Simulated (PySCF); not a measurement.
## A study: CH5B, SMILES `CB`

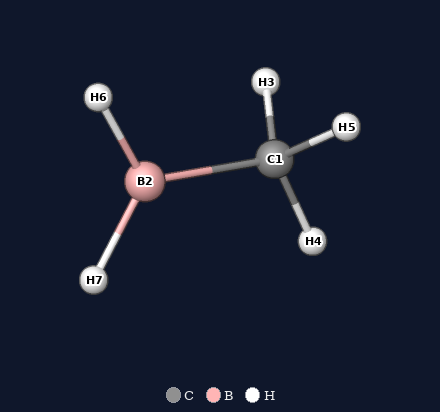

The molecule, with its atoms numbered as below. No frequency check shows the geometry to be a minimum.

Cartesian coordinates (Å):

```
C1       0.6827   -0.0105    0.0004
B2      -0.8828   -0.0054    0.0001
H3       1.0611    0.5295   -0.8690
H4       1.1404   -0.9960    0.0045
H5       1.0630    0.5380    0.8616
H6      -1.4492    1.0190    0.0005
H7      -1.4975   -1.0005   -0.0005
```

Part 1: Bonding charge

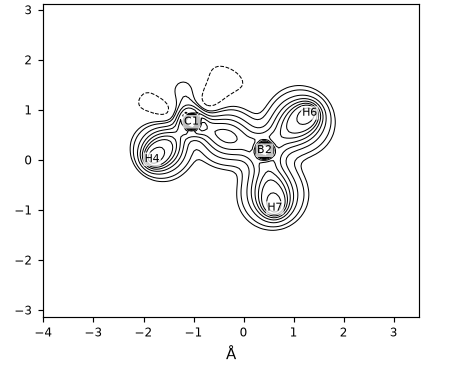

Deformation density (molecule less spherical, spin-averaged free atoms) in the plane of C1, B2, H4, H6 and H7; contours at ±0.05 to ±0.8 e/Å³; solid lines: gain, dashed lines: loss.

Method: ωB97X/def2-TZVP; geometry: GFN2-xTB; program: PySCF.

**Describe the bonding that the map shows.**

C1–H4: +0.71 e/Å³ at the bond critical point (bond length 1.09 Å, Mayer order 1.0). B2–H7: +0.54 e/Å³ at the bond critical point (bond length 1.17 Å, Mayer order 1.0). B2–H6: +0.54 e/Å³ at the bond critical point (bond length 1.17 Å, Mayer order 1.0). C1–B2: +0.48 e/Å³ at the bond critical point (bond length 1.56 Å, Mayer order 1.0). In all, 1.7 electrons gather in the regions of gain relative to the promolecule.

**Where do the Hirshfeld charges lie?**

The highest Hirshfeld charge is on B2 (+0.18 e), the lowest on C1 (−0.21 e).

| atom | charge (e) |
| --- | --- |
| C1 | −0.21 |
| B2 | +0.18 |
| H3 | +0.06 |
| H4 | +0.04 |
| H5 | +0.06 |
| H6 | −0.06 |
| H7 | −0.06 |

Part 2: Bond critical points

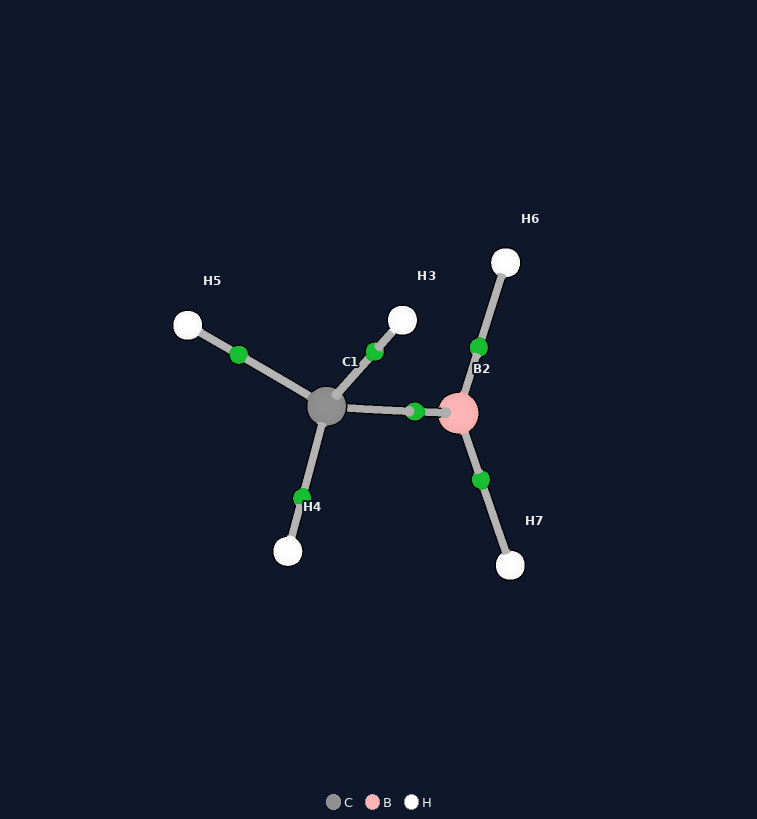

Molecular graph of the electron density (QTAIM): bond paths, bond critical points (green), ring points (magenta, if any); weak paths are dashed.

**How many critical points of each kind are there, and does the count close?**

7 nuclei, 6 bond, 0 ring and 0 cage critical points: 7 − 6 + 0 − 0 = 1, as the Poincaré–Hopf relation requires.

**What does the calculation give at each kind of bond critical point?**

```json
{"bond": "C1–H4", "length (Å)": "1.087", "ρ (a.u.)": "0.278", "∇²ρ (a.u.)": "−0.94", "ε": "0.01", "H (a.u.)": "−0.282"}
{"bond": "C1–H5 (2 alike)", "length (Å)": "1.090", "ρ (a.u.)": "0.270", "∇²ρ (a.u.)": "−0.89", "ε": "0.03", "H (a.u.)": "−0.272"}
{"bond": "B2–H7", "length (Å)": "1.170", "ρ (a.u.)": "0.193", "∇²ρ (a.u.)": "−0.35", "ε": "0.30", "H (a.u.)": "−0.226"}
{"bond": "B2–H6", "length (Å)": "1.171", "ρ (a.u.)": "0.193", "∇²ρ (a.u.)": "−0.34", "ε": "0.31", "H (a.u.)": "−0.225"}
{"bond": "C1–B2", "length (Å)": "1.565", "ρ (a.u.)": "0.190", "∇²ρ (a.u.)": "−0.31", "ε": "0.29", "H (a.u.)": "−0.214"}
```

**What kind of interaction is B2–H6?**

Shared-shell (covalent): ρ = 0.193, ∇²ρ = −0.34, H = −0.225 a.u.

Part 3: Local ionisation energy

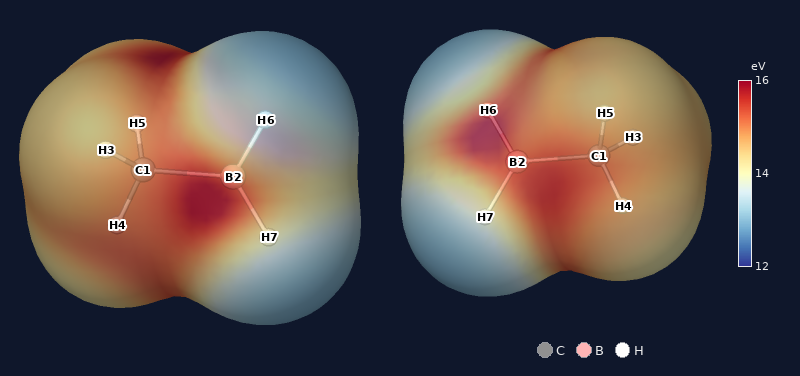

Average local ionisation energy on the surface of electron density 0.001 a.u. (back view left, front view right).

**Where are the most loosely bound electrons on this surface?**

The lowest value is 12.9 eV, 1.5 Å from H6. Further minima include 14.0 eV, 1.4 Å from H4. For comparison, the highest occupied orbital lies at −11.6 eV.

Part 4: In an electric field

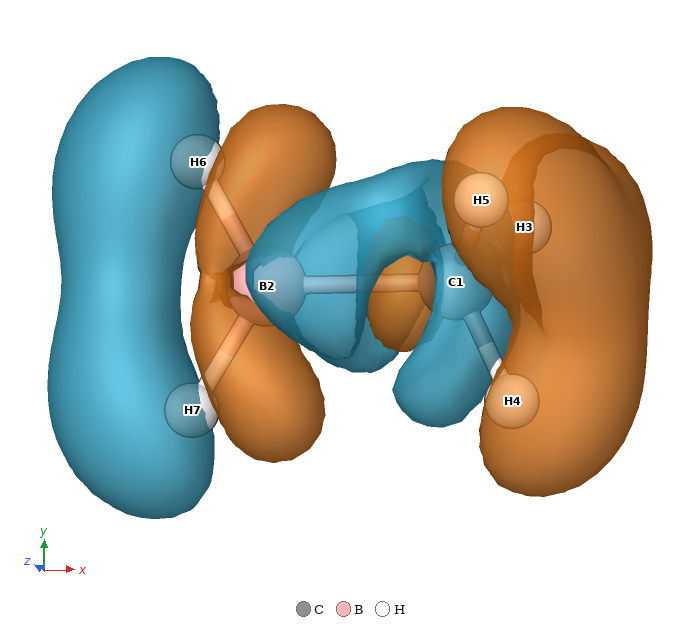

Change of the electron density in a uniform field of 0.21 V/Å, surfaces at ±0.001 e/Å³ (light blue: gain, orange: loss).

Computed with PySCF, ωB97X/def2-TZVP, geometry: GFN2-xTB. A basis without diffuse functions makes polarisabilities too small.

**Along which Cartesian direction does the field point?**

Along +x: electrons gather on the −x side, against the field.

**What dipole is induced, and what polarisability does it imply?**

The induced dipole is 0.32 D (along the field); α along this axis, from the fields in both directions, is 31 bohr³ (4.6 Å³).

**Which atoms gain and lose the most charge?**

Electrons gather most on H7 (Hirshfeld charge changes by −0.005 e) and leave H4 most (+0.005 e); 0.031 electrons are displaced in all.

Part 5: Removing or adding an electron

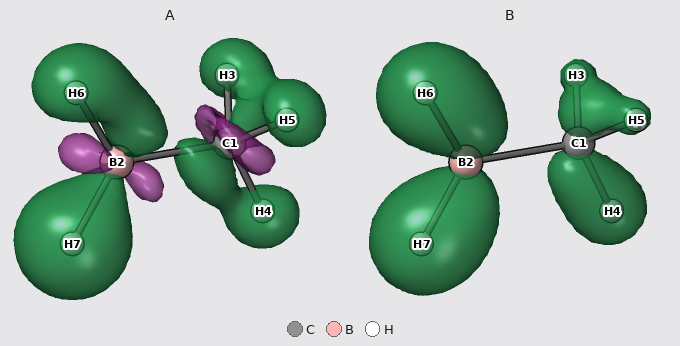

The Fukui function f⁻ from two separate SCF calculations and the density of the HOMO, at ±0.05 e/Å³ (green positive, purple negative).

Level of theory: ωB97X/def2-TZVP (PySCF), at a geometry from GFN2-xTB.

**Which panel is which, and how good is the frozen-orbital picture?**

A is f⁻ (it has negative regions), B the HOMO density. The HOMO lies on B2 (32 %), H7 (22 %) and H6 (19 %); f⁻ (Hirshfeld-condensed) is largest on H7 (0.23), B2 (0.22) and H6 (0.15); the vertical ionisation energy is 12.02 eV. Relaxation shifts 15 % of the electron between atoms. The orbital energy is −11.64 eV.

The PySCF runs shown took 14 s, 11 s and 63 s on 1 thread of Arm Neoverse V2, on a shared host.
